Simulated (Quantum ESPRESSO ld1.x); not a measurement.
Atomic calculation for Gd

System: a free Gd atom in the configuration [Xe] 4f8 5d1 6s1 (open shells shared over both j by 2j + 1).
Method: Dirac Kohn-Sham, PBE, spin-unpolarised, spherical densities, point nucleus (Quantum ESPRESSO ld1.x 7.5).

## Key numbers

| quantity | value |
| --- | --- |
| outcome | converged |
| total energy | −11280.1481 hartree |
| kinetic energy | 12302.3397 hartree |
| electron–nucleus energy | −27728.0424 hartree |
| Hartree energy | 4395.7410 hartree |
| exchange–correlation energy | −250.186317 hartree |
| radius at density 0.001 e/bohr³ | 5.03 bohr |
| SCF iterations | 34 |
| hardware | 1 CPU thread, shared host |
| wall time | 0.96 s |

## Input file
```
 &input
    zed=64.0,
    iswitch=1,
    rel=2,
    dft='PBE',
    config='[Xe] 4f8 5d1 6s1',
    rel_dist='average',
    verbosity='high',
    lsmall=.true.,
    prefix='ld1',
    max_out_wfc=37,
    file_charge='ld1.rho',
 /
```

Run as:
```bash
OMP_NUM_THREADS=1 ld1.x < ld1.in > ld1.out
```

## Log
```
     Program LD1 v.7.5 starts

 classical turning point too close to mesh           4           3           3
 classical turning point too close to mesh           4           3          -4
 classical turning point too close to mesh           5           2           2
 classical turning point too close to mesh           5           2          -3
     --------------------------- All-electron run ----------------------------

     dirac relativistic calculation

     atomic number is 64.00
     dft =PBE   lsd =0 sic =0 latt =0  beta=0.20 tr2=1.0E-14
     Exchange-correlation= PBE
                           (   1   4   3   4   0   0   0)
     mesh =2097 r(mesh) = 100.39545 a.u. xmin = -8.00 dx = 0.00800
     1 Ry =  13.60569312 eV, c = 137.03599908

     n l j   nl                  e(Ry)          e(Ha)          e(eV)
     Spin orbit split results
     1 0 0.5 1S 1( 2.00)   -3678.241434276   -1839.120717138 -50045.0241870
     2 0 0.5 2S 1( 2.00)    -606.537083326    -303.268541663  -8252.3574235
     2 1 0.5 2P 1( 2.00)    -575.865024563    -287.932512281  -7835.0428045
     2 1 1.5 2P 1( 4.00)    -524.714692511    -262.357346256  -7139.1070834
     3 0 0.5 3S 1( 2.00)    -133.968197855     -66.984098928  -1822.7301883
     3 1 0.5 3P 1( 2.00)    -120.687048445     -60.343524223  -1642.0309451
     3 1 1.5 3P 1( 4.00)    -110.192630195     -55.096315098  -1499.2471108
     4 0 0.5 4S 1( 2.00)     -26.517800424     -13.258900212   -360.7930549
     4 1 0.5 4P 1( 2.00)     -21.351685064     -10.675842532   -290.5044746
     4 1 1.5 4P 1( 4.00)     -19.025092253      -9.512546126   -258.8495668
     3 2 1.5 3D 1( 4.00)     -87.282934214     -43.641467107  -1187.5448178
     3 2 2.5 3D 1( 6.00)     -84.996300632     -42.498150316  -1156.4335830
     5 0 0.5 5S 1( 2.00)      -3.310440909      -1.655220455    -45.0408431
     5 1 0.5 5P 1( 2.00)      -1.931105847      -0.965552923    -26.2740335
     5 1 1.5 5P 1( 4.00)      -1.634102505      -0.817051253    -22.2330972
     4 2 1.5 4D 1( 4.00)     -10.524579006      -5.262289503   -143.1941922
     4 2 2.5 4D 1( 6.00)     -10.105539231      -5.052769615   -137.4928656
     4 3 2.5 4F 1( 3.43)      -0.178385984      -0.089192992     -2.4270650
     4 3 3.5 4F 1( 4.57)      -0.127251643      -0.063625821     -1.7313468
     5 2 1.5 5D 1( 0.40)      -0.081011275      -0.040505638     -1.1022145
     5 2 2.5 5D 1( 0.60)      -0.069658208      -0.034829104     -0.9477482
     6 0 0.5 6S 1( 1.00)      -0.248868924      -0.124434462     -3.3860342
     Averaged results
     1 0     1S 1( 2.00)   -3678.241434276   -1839.120717138 -50045.0241870
     2 0     2S 1( 2.00)    -606.537083326    -303.268541663  -8252.3574235
     2 1     2P 1( 6.00)    -541.764803195    -270.882401598  -7371.0856571
     3 0     3S 1( 2.00)    -133.968197855     -66.984098928  -1822.7301883
     3 1     3P 1( 6.00)    -113.690769612     -56.845384806  -1546.8417223
     4 0     4S 1( 2.00)     -26.517800424     -13.258900212   -360.7930549
     4 1     4P 1( 6.00)     -19.800623190      -9.900311595   -269.4012028
     3 2     3D 1(10.00)     -85.910954065     -42.955477033  -1168.8780769
     5 0     5S 1( 2.00)      -3.310440909      -1.655220455    -45.0408431
     5 1     5P 1( 6.00)      -1.733103619      -0.866551809    -23.5800760
     4 2     4D 1(10.00)     -10.273155141      -5.136577571   -139.7733963
     4 3     4F 1( 8.00)      -0.149166360      -0.074583180     -2.0295117
     5 2     5D 1( 1.00)      -0.074199435      -0.037099717     -1.0095347
     6 0     6S 1( 1.00)      -0.248868924      -0.124434462     -3.3860342

     final scf error:  8.0E-15 reached in  34 iterations

     Etot =  -22560.296193 Ry,  -11280.148096 Ha, -306948.466764 eV

     Ekin =   24604.679313 Ry,   12302.339657 Ha,  334763.716127 eV
     Encl =  -55456.084818 Ry,  -27728.042409 Ha, -754518.471830 eV
     Eh   =    8791.481945 Ry,    4395.740973 Ha,  119614.205444 eV
     Exc  =    -500.372634 Ry,    -250.186317 Ha,   -6807.916505 eV

     normalization and overlap integrals

     s(1S/1S) =  1.000000  <r> =   0.0219  <r2> =    0.0007  r(max) =   0.0140
     LC norm =  0.94313319 + SC norm =  0.05686681 =  1.00000000
     s(1S/2S) = -0.000000
     s(1S/3S) = -0.000000
     s(1S/4S) =  0.000000
     s(1S/5S) =  0.000000
     s(1S/6S) =  0.000000
     s(2S/2S) =  1.000000  <r> =   0.0927  <r2> =    0.0102  r(max) =   0.0793
     LC norm =  0.98744004 + SC norm =  0.01255996 =  1.00000000
     s(2S/3S) =  0.000000
     s(2S/4S) =  0.000000
     s(2S/5S) =  0.000000
     s(2S/6S) =  0.000000
     s(2P/2P) =  1.000000  <r> =   0.0775  <r2> =    0.0074  r(max) =   0.0604
     LC norm =  0.98739089 + SC norm =  0.01260911 =  1.00000000
     s(2P/3P) =  0.000000
     s(2P/4P) =  0.000000
     s(2P/5P) =  0.000000
     s(2P/2P) =  1.000000  <r> =   0.0843  <r2> =    0.0087  r(max) =   0.0654
     LC norm =  0.98830940 + SC norm =  0.01169060 =  1.00000000
     s(2P/3P) =  0.000000
     s(2P/4P) =  0.000000
     s(2P/5P) =  0.000000
     s(3S/3S) =  1.000000  <r> =   0.2439  <r2> =    0.0681  r(max) =   0.2243
     LC norm =  0.99602274 + SC norm =  0.00397726 =  1.00000000
     s(3S/4S) =  0.000000
     s(3S/5S) =  0.000000
     s(3S/6S) =  0.000000
     s(3P/3P) =  1.000000  <r> =   0.2336  <r2> =    0.0635  r(max) =   0.2121
     LC norm =  0.99608224 + SC norm =  0.00391776 =  1.00000000
     s(3P/4P) =  0.000000
     s(3P/5P) =  0.000000
     s(3P/3P) =  1.000000  <r> =   0.2466  <r2> =    0.0705  r(max) =   0.2243
     LC norm =  0.99633920 + SC norm =  0.00366080 =  1.00000000
     s(3P/4P) =  0.000000
     s(3P/5P) =  0.000000
     s(4S/4S) =  1.000000  <r> =   0.5534  <r2> =    0.3459  r(max) =   0.5154
     LC norm =  0.99873847 + SC norm =  0.00126153 =  1.00000000
     s(4S/5S) =  0.000000
     s(4S/6S) =  0.000000
     s(4P/4P) =  1.000000  <r> =   0.5656  <r2> =    0.3642  r(max) =   0.5195
     LC norm =  0.99881527 + SC norm =  0.00118473 =  1.00000000
     s(4P/5P) =  0.000000
     s(4P/4P) =  1.000000  <r> =   0.5953  <r2> =    0.4032  r(max) =   0.5450
     LC norm =  0.99890683 + SC norm =  0.00109317 =  1.00000000
     s(4P/5P) =  0.000000
     s(3D/3D) =  1.000000  <r> =   0.2187  <r2> =    0.0563  r(max) =   0.1778
     LC norm =  0.99645951 + SC norm =  0.00354049 =  1.00000000
     s(3D/4D) = -0.000000
     s(3D/5D) = -0.000000
     s(3D/3D) =  1.000000  <r> =   0.2228  <r2> =    0.0583  r(max) =   0.1822
     LC norm =  0.99653337 + SC norm =  0.00346663 =  1.00000000
     s(3D/4D) = -0.000000
     s(3D/5D) = -0.000000
     s(5S/5S) =  1.000000  <r> =   1.3559  <r2> =    2.0721  r(max) =   1.2034
     LC norm =  0.99974108 + SC norm =  0.00025892 =  1.00000000
     s(5S/6S) =  0.000000
     s(5P/5P) =  1.000000  <r> =   1.5365  <r2> =    2.6913  r(max) =   1.3246
     LC norm =  0.99979898 + SC norm =  0.00020102 =  1.00000000
     s(5P/5P) =  1.000000  <r> =   1.6414  <r2> =    3.0764  r(max) =   1.4009
     LC norm =  0.99982313 + SC norm =  0.00017687 =  1.00000000
     s(4D/4D) =  1.000000  <r> =   0.6323  <r2> =    0.4643  r(max) =   0.5538
     LC norm =  0.99907388 + SC norm =  0.00092612 =  1.00000000
     s(4D/5D) =  0.000000
     s(4D/4D) =  1.000000  <r> =   0.6429  <r2> =    0.4799  r(max) =   0.5628
     LC norm =  0.99909864 + SC norm =  0.00090136 =  1.00000000
     s(4D/5D) = -0.000000
     s(4F/4F) =  1.000000  <r> =   0.9369  <r2> =    1.2447  r(max) =   0.5718
     LC norm =  0.99949794 + SC norm =  0.00050206 =  1.00000000
     s(4F/4F) =  1.000000  <r> =   0.9623  <r2> =    1.3404  r(max) =   0.5764
     LC norm =  0.99951075 + SC norm =  0.00048925 =  1.00000000
     s(5D/5D) =  1.000000  <r> =   3.6883  <r2> =   17.9239  r(max) =   2.1579
     LC norm =  0.99995812 + SC norm =  0.00004188 =  1.00000000
     s(5D/5D) =  1.000000  <r> =   3.9192  <r2> =   20.3300  r(max) =   2.2459
     LC norm =  0.99996255 + SC norm =  0.00003745 =  1.00000000
     s(6S/6S) =  1.000000  <r> =   4.3442  <r2> =   21.5926  r(max) =   3.6296
     LC norm =  0.99997656 + SC norm =  0.00002344 =  1.00000000

     LC charge = 63.69974502 + SC charge =  0.30025498 = 64.00000000

     ------------------------ End of All-electron run ------------------------
```

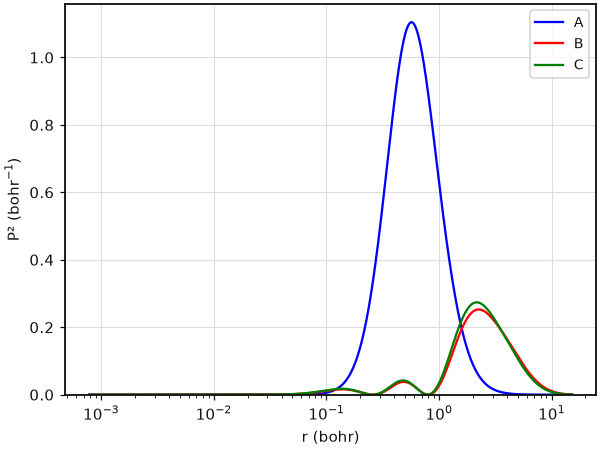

Figure 1. The radial probability densities P² (large components) of 4f5/2, 5d5/2 and 5d3/2. A is 4f5/2; B is 5d5/2; C is 5d3/2. 4f5/2: outer maximum at 0.572 bohr, ⟨r⟩ = 0.937 bohr, 0 nodes, eigenvalue −2.43 eV; 5d3/2: outer maximum at 2.16 bohr, ⟨r⟩ = 3.69 bohr, 2 nodes, eigenvalue −1.10 eV; 5d5/2: outer maximum at 2.25 bohr, ⟨r⟩ = 3.92 bohr, 2 nodes, eigenvalue −0.948 eV.

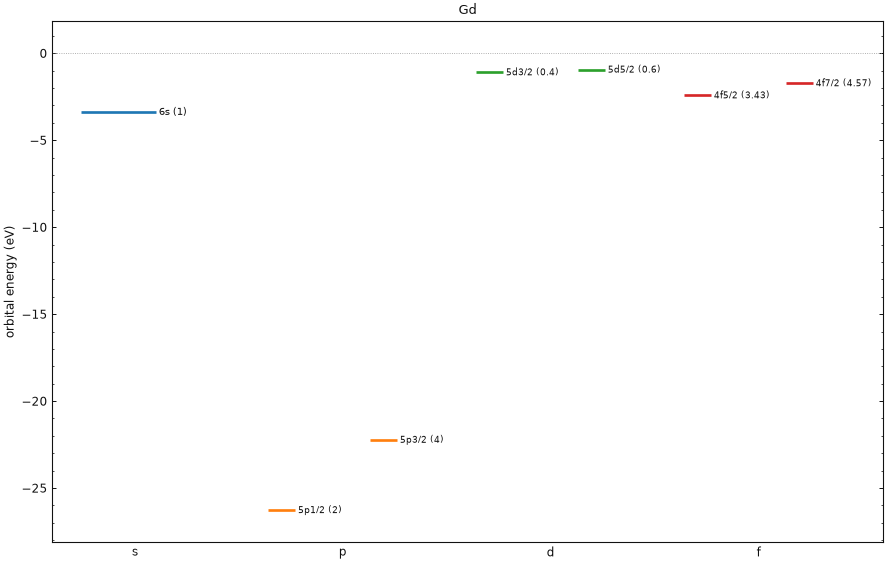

Figure 2. The outer levels are drawn by angular momentum (occupations in brackets, the lower j at the left of each column). The highest occupied level is 5d5/2 at −0.948 eV. The highest 4 occupied levels, from the top down, are 5d5/2 (−0.948 eV), 5d3/2 (−1.10 eV), 4f7/2 (−1.73 eV), 4f5/2 (−2.43 eV). Spin-orbit splittings: 5d 0.154 eV, 4f 0.696 eV, 5p 4.04 eV.

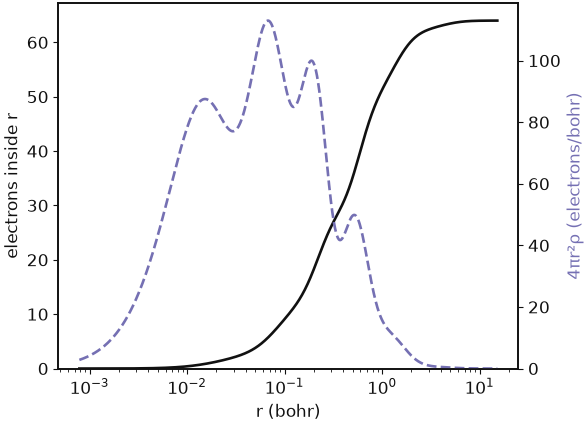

Figure 3. The number of electrons inside radius r (solid) and the radial density 4πr²ρ (dashed). The count levels off at 64 electrons. Half of them lie within 0.433 bohr, 90 % within 1.56 bohr and 99 % within 4.72 bohr. The radial density has minima at 0.0294, 0.124 and 0.371 bohr, where the count stands at 2.0, 11.2 and 29.4; these part the shells that the density resolves.
